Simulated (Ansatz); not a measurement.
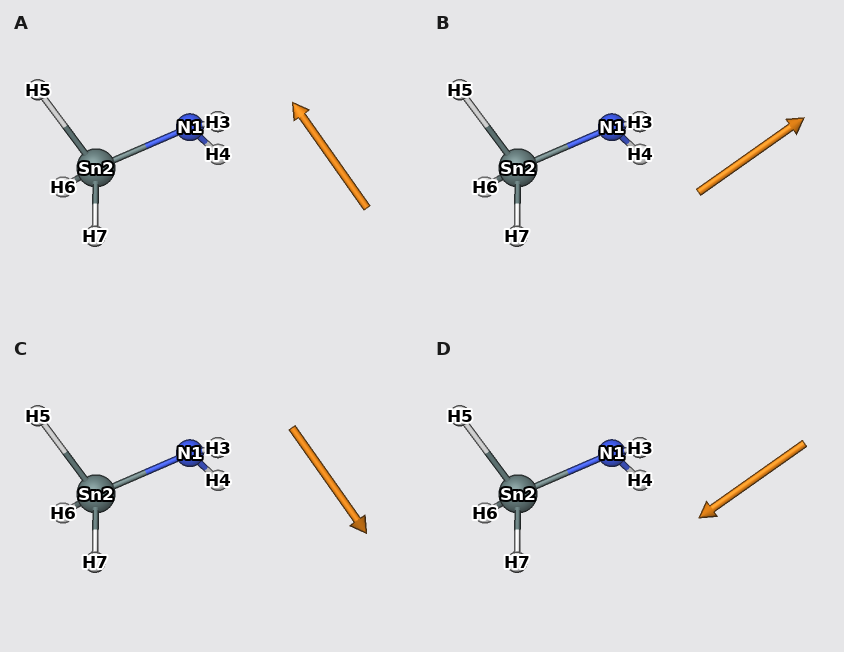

The same molecule four times, each with an arrow. Geometry: relaxed with PBE0-D4/def2-TZVP with one coordinate held away from its value at the minimum. Level of theory: RKS PBE0-D4/def2-TZVP, core potentials on Sn (Ansatz 0.2.0).

> Which arrow points along the dipole moment, from the negative to the positive end?

C. The dipole moment is 1.95 D; it points from the side of H5 to the side of H4, H7 (the outermost atoms at the two ends).
